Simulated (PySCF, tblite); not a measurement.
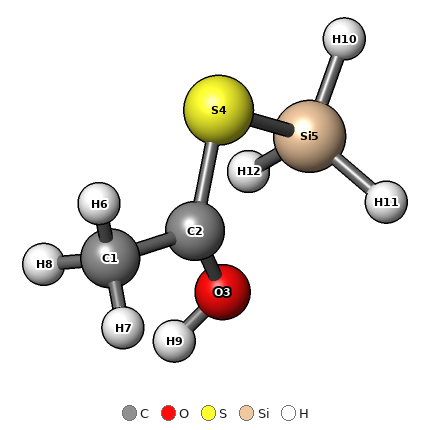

First-order isotropic EPR spectrum (fast tumbling, first derivative) of C₂H₇OSSi, SMILES C[C](O)S[SiH3], doublet at 9.50 GHz, Lorentzian lines of 0.03 mT full width at half height, from computed g and hyperfine couplings (B3LYP/pcH-1, PySCF, at a GFN2-xTB geometry (a minimum by its frequencies), gas phase); values of one conformer, averaged over methyl-type rotors alone; other conformers aren't averaged in; no vibrational averaging; dilute isotopes left out. The SMILES is one Lewis form and needn't show where the spin sits.

### Give g and the hyperfine couplings.

g_iso = 2.0042, which centres the spectrum at 338.7 mT; it spans 6.9 mT.

```
       nuclei  isotope  a (mT)  a (MHz)
   H6, H7, H8       ¹H    1.79     50.3
           H9       ¹H    0.88     24.8
H10, H11, H12       ¹H    0.20      5.7
```

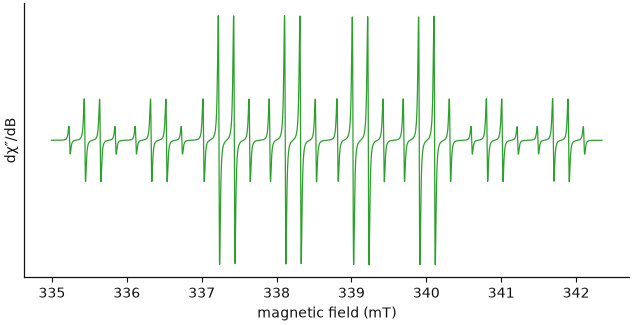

Caveats: the tight-binding geometry is rougher than a DFT one and adds to the error.
